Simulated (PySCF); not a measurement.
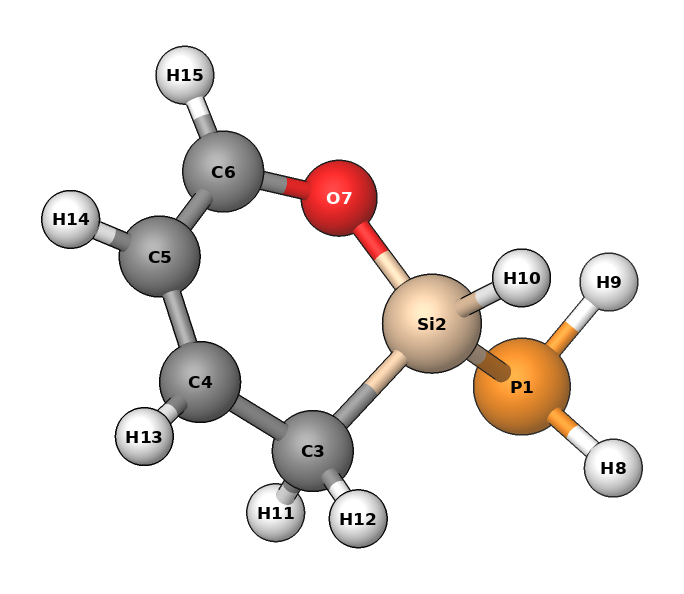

State: neutral, doublet. Computed geometry: GFN2-xTB optimisation. No frequency run is at hand to confirm it as a minimum. Level of theory: UKS B3LYP, pcH-1 on C H O P Si, non-relativistic (PySCF 2.14.0). Fermi-contact and spin-dipolar terms alone, no spin-orbit part.

**Which nucleus has the largest dipolar (anisotropic) hyperfine coupling?**

13C at C4: principal values −50.3, −48.3, 98.5 MHz.

List the isotropic and dipolar parts for the most strongly coupled nuclei, one of each equivalent set.

```json
{"atom": "C4", "isotope": "13C", "a_iso (MHz)": "55.0", "dipolar part (MHz)": "−50.3, −48.3, 98.5"}
{"atom": "C6", "isotope": "13C", "a_iso (MHz)": "53.3", "dipolar part (MHz)": "−50.0, −47.6, 97.6"}
{"atom": "O7", "isotope": "17O", "a_iso (MHz)": "−9.6", "dipolar part (MHz)": "−31.8, 15.3, 16.5"}
{"atom": "C5", "isotope": "13C", "a_iso (MHz)": "−44.8", "dipolar part (MHz)": "−25.5, 9.7, 15.8"}
{"atom": "H13", "isotope": "1H", "a_iso (MHz)": "−40.5", "dipolar part (MHz)": "−24.0, −0.2, 24.3"}
{"atom": "H15", "isotope": "1H", "a_iso (MHz)": "−41.7", "dipolar part (MHz)": "−23.3, −0.9, 24.1"}
{"atom": "H14", "isotope": "1H", "a_iso (MHz)": "11.1", "dipolar part (MHz)": "−5.0, −1.1, 6.1"}
{"atom": "H12", "isotope": "1H", "a_iso (MHz)": "26.8", "dipolar part (MHz)": "−3.1, −2.4, 5.5"}
```

The geometry is semi-empirical. Around P, Si such bond lengths and angles can be off by a tenth of an ångström or more and by several degrees, and values that hang on the shape move with them.
